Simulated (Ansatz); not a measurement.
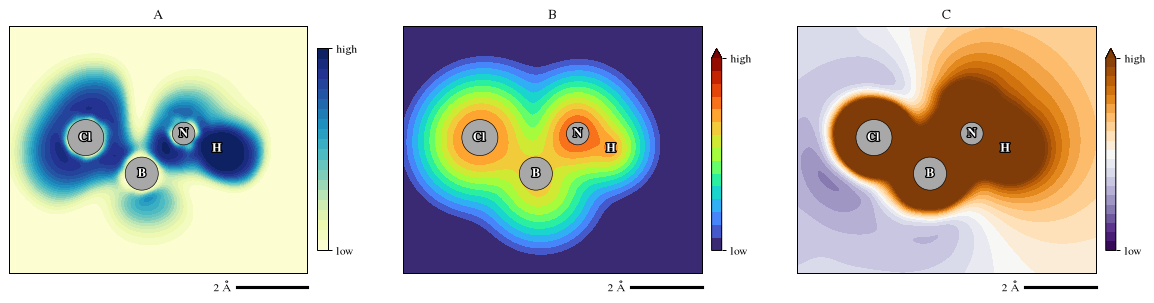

BClH5N: 3 fields on the plane of atoms B1, N5 and H6, with unlabelled colour scales. Grey discs cover the atomic cores.

Method: RKS B3LYP-D4/def2-mTZVP in Ansatz 0.2.0.

```xyz
8

B     0.0026   -0.1993    0.2423
Cl    0.2264    0.8019    1.8206
H     0.9270   -0.0624   -0.5045
H    -1.0835   -0.0403   -0.2332
N     0.0552   -1.7508    0.7633
H    -0.0664   -2.4117   -0.0038
H     0.9472   -1.9458    1.2171
H    -0.6766   -1.9204    1.4527
```

> The panels show electron density, electron localisation function and electrostatic potential in some order. Assign them.

Panel A: electron localisation function. Panel B: electron density. Panel C: electrostatic potential (strongly positive close to the atoms, with negative regions outside electron-rich atoms). From the grid: B–N (1.64 Å): ρ is about 1.2 e/Å³ halfway; the ELF peaks at about 0.95 between the atoms: a shared but strongly polarised pair. B–Cl (1.88 Å): the density is about 1 e/Å³ at the midpoint, with its minimum of 0.76 e/Å³ about 0.6 Å from B; the ELF peaks at about 0.90 between the atoms; a polar covalent bond.
